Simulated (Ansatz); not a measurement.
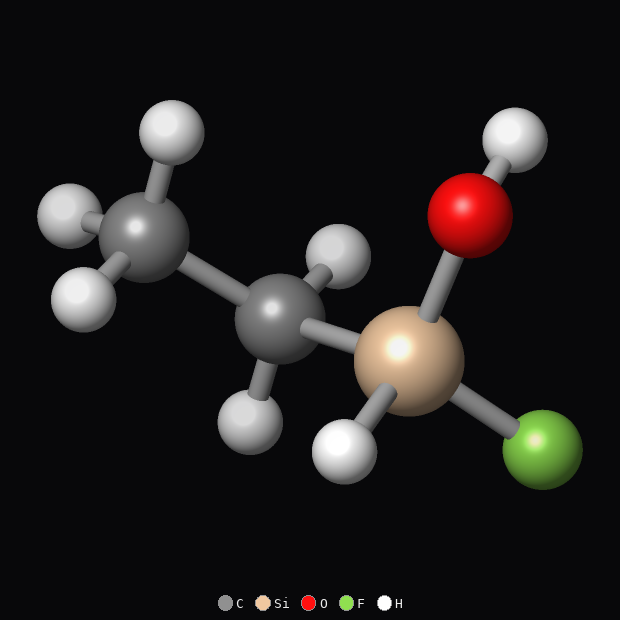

The geometry was computed by an optimisation with PBE0-D4/def2-TZVP.

Draw it as a skeletal formula.

SMILES: CC[Si@H](O)F

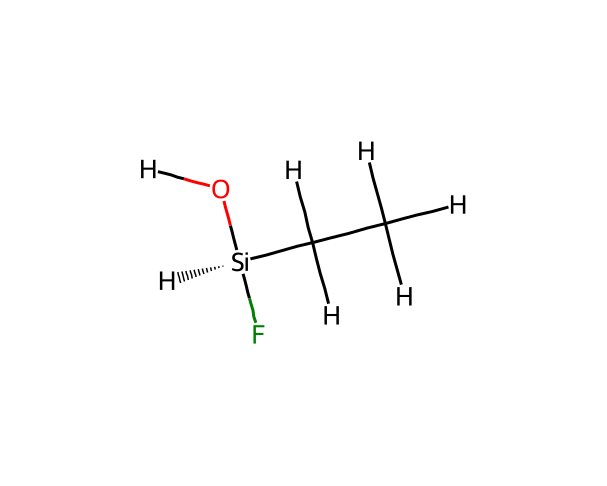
